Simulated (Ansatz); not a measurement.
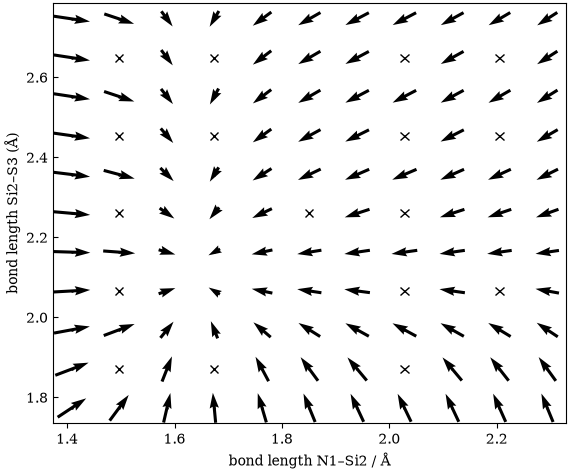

H₂NSSi, SMILES [N]=[SiH]S, spin multiplicity 2. 
- The first coordinate is: bond length N1–Si2; the second: bond length Si2–S3.
- Nothing is relaxed (all other coordinates rigid).
- The scan uses an 11 × 11 grid. At 17 points there is no value.
- Points are written as (first, second).
- In part of the range the unrestricted reference is strongly spin-contaminated.
- All numbers below come from UKS B3LYP-D4/def2-TZVP (Ansatz).

In the figure: crosses at grid points without a value, dots at the grid points, arrows along the force (downhill), their lengths compressed.

The arrows alone are given. Where is the energy lowest?

Answer. The arrows converge at about (1.638 Å, 2.112 Å) (read from the interpolated surface).

The energy map of the same scan:

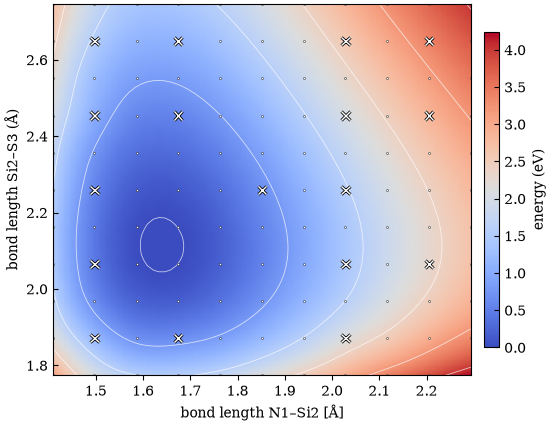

Energies are in eV, from the lowest grid point; between grid points the surface is interpolated.
